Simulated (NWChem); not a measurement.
**LC-wPBE (HJS form)/CRENBL (core potential) run of CH2FN (SMILES [H]/N=C/F)**

What is the energy difference between two shapes of CH2FN at LC-wPBE (HJS form)/CRENBL (core potential)? 

Program for the calculation: NWChem 7.3.0.

2 further runs of the same task are left out: 2 set aside as unsound or not needed.

**1. Starting point**

CH2FN has 5 atoms, charge 0, and is taken as a singlet. SMILES: `[H]/N=C/F`. The coordinates come from a PBE0-D4/def2-TZVP relaxation.

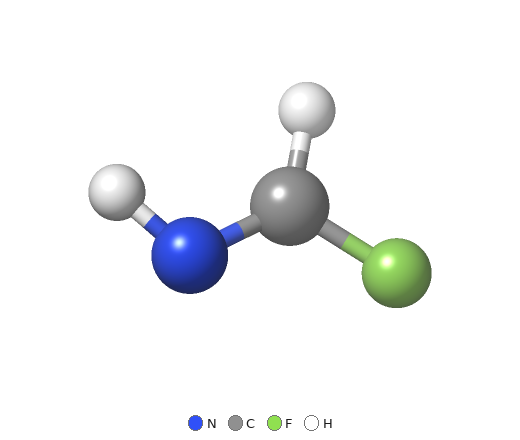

Viewed from a chosen angle; nitrogen blue, carbon grey, fluorine green, hydrogen white.

**2. The charge distribution at LC-wPBE (HJS form)/CRENBL (core potential)**

ch2fn.nw

```
start ch2fn
title "CH2FN properties"
memory stack 880 mb heap 220 mb global 1100 mb
charge 0

geometry units angstroms noautosym nocenter
 zmatrix
   N
   C 1 1.241946
   F 2 1.328461 1 120.03013
   H 1 1.015738 2 110.55077 3 -179.98971
   H 2 1.091757 1 129.76896 4 0.02442
 end
end

basis spherical
 * library "crenbl ecp"
end

ecp
 N library "crenbl ecp"
 C library "crenbl ecp"
 F library "crenbl ecp"
end

dft
 xc xwpbe 1.00 cpbe96 1.0 hfexch 1.00
 cam 0.4 cam_alpha 0.00 cam_beta 1.00
 grid xfine
 direct
 mulliken
 print medium
end

property
 efieldgrad
 electrondensity
 quadrupole
end

task dft property
```

The run is started by

```sh
$ nwchem ch2fn.nw > ch2fn.out
```

Log:

```text
[...]
          Wavefunction type:  closed shell.
          No. of atoms     :     5
          No. of electrons :    18
[...]
          Charge           :     0
          Spin multiplicity:     1
[...]
          AO basis - number of functions:    56
[...]
              XC Information
              --------------
                     Hartree-Fock (Exact) Exchange  1.000
                     LC-wPBE(h)Exchange Functional  1.000
            Perdew 1991 LDA Correlation Functional  1.000 local
           PerdewBurkeErnz. Correlation Functional  1.000 non-local
[...]
 d= 0,ls=0.0,diis     1    -40.8827823344 -7.91D+01  1.70D-02  7.60D-01     1.5
[...]
 d= 0,ls=0.0,diis    10    -40.9889100955 -2.42D-08  7.89D-07  6.20D-09    11.6
         Total DFT energy =      -40.988910095493
      One electron energy =     -141.665419515825
           Coulomb energy =       72.151003914677
    Exchange-Corr. energy =       -9.691779645537
 Nuclear repulsion energy =       38.217285151192
[...]
      Total Density - Mulliken Population Analysis
     ---------------------------------------------
    Atom       Charge   Shell Charges
 -----------   ------   -------------------------------------------------------
    1 N    5     5.24  -0.05  0.82  0.47  0.34  0.06  0.70  1.93  0.97
    2 C    4     3.99  -0.05  0.88  0.25  0.11  0.05  0.61  1.66  0.47
    3 F    7     7.19  -0.06  0.96  0.52  0.52  0.11  1.09  2.53  1.51
    4 H    1     0.74   0.01  0.13  0.50  0.11
    5 H    1     0.83   0.01  0.13  0.53  0.17
[...]
```

Run time: 12 s. Hardware: 1 thread of Intel Xeon 6975P-C (Granite Rapids), shared host; peak memory 0.13 GiB.

Atomic charges (e):

```
atom  Mulliken  Löwdin
  N1    -0.240  -0.320
  C2    +0.010  +0.110
  F3    -0.190  -0.160
  H4    +0.260  +0.240
  H5    +0.170  +0.130
```

**3. The distorted shape at the same level**

input.nw

```
start input
title "CH2FN properties"
memory stack 880 mb heap 220 mb global 1100 mb
charge 0

geometry noautosym nocenter
zmatrix
  N
  C 1 1.222609
  F 2 1.272543 1 114.30668
  H 1 0.953105 2 113.96438 3 -175.81738
  H 2 1.014148 1 129.60221 4 10.63722
end
end

basis "ao basis" spherical
* library "crenbl ecp"
end

ecp
N library "crenbl ecp"
C library "crenbl ecp"
F library "crenbl ecp"
end

dft
xc xwpbe 1.00 cpbe96 1.0 hfexch 1.00
cam 0.4 cam_alpha 0.00 cam_beta 1.00
grid xfine
direct
mulliken
end

property
efieldgrad
electrondensity
quadrupole
end

task dft property
```

The run is started by

```sh
$ nwchem input.nw > input.out
```

Log:

```text
[...]
          Wavefunction type:  closed shell.
          No. of atoms     :     5
          No. of electrons :    18
[...]
          Charge           :     0
          Spin multiplicity:     1
[...]
          AO basis - number of functions:    56
[...]
              XC Information
              --------------
                     Hartree-Fock (Exact) Exchange  1.000
                     LC-wPBE(h)Exchange Functional  1.000
            Perdew 1991 LDA Correlation Functional  1.000 local
           PerdewBurkeErnz. Correlation Functional  1.000 non-local
[...]
 d= 0,ls=0.0,diis     1    -40.8640968448 -8.07D+01  1.76D-02  7.77D-01     1.2
[...]
 d= 0,ls=0.0,diis    10    -40.9676892120 -2.32D-08  8.34D-07  5.68D-09    10.9
         Total DFT energy =      -40.967689211988
      One electron energy =     -144.685392512115
           Coulomb energy =       73.657944895785
    Exchange-Corr. energy =       -9.800113285204
 Nuclear repulsion energy =       39.859871689545
[...]
      Total Density - Mulliken Population Analysis
     ---------------------------------------------
    Atom       Charge   Shell Charges
 -----------   ------   -------------------------------------------------------
    1 N    5     5.27  -0.05  0.83  0.44  0.34  0.06  0.72  1.96  0.98
    2 C    4     3.99  -0.05  0.90  0.20  0.12  0.05  0.65  1.68  0.45
    3 F    7     7.16  -0.06  0.95  0.53  0.51  0.11  1.10  2.56  1.46
    4 H    1     0.76   0.01  0.15  0.50  0.10
    5 H    1     0.83   0.01  0.15  0.53  0.15
[...]
```

Run time: 12 s. Hardware: 1 thread of Intel Xeon 6975P-C (Granite Rapids), shared host; peak memory 0.13 GiB.

Atomic charges (e):

```
atom  Mulliken  Löwdin
  N1    -0.270  -0.330
  C2    +0.010  +0.110
  F3    -0.160  -0.130
  H4    +0.240  +0.230
  H5    +0.170  +0.120
```

**4. Summary of results**

At LC-wPBE (HJS form)/CRENBL (core potential):

```
                              quantity         value
             first shape: total energy  -40.98891 Eh
            first shape: dipole moment        3.54 D
              first shape: HOMO energy     -11.47 eV
              first shape: LUMO energy       2.24 eV
            first shape: HOMO–LUMO gap      13.71 eV
         distorted shape: total energy  -40.96769 Eh
        distorted shape: dipole moment        3.52 D
          distorted shape: HOMO energy     -11.23 eV
          distorted shape: LUMO energy       2.49 eV
        distorted shape: HOMO–LUMO gap      13.73 eV
energy change with the atoms displaced      0.577 eV
```

**Reading.** With the atoms displaced the energy rises by 0.58 eV (55.7 kJ/mol). The first shape isn't relaxed at this level, so the change isn't measured from a minimum.
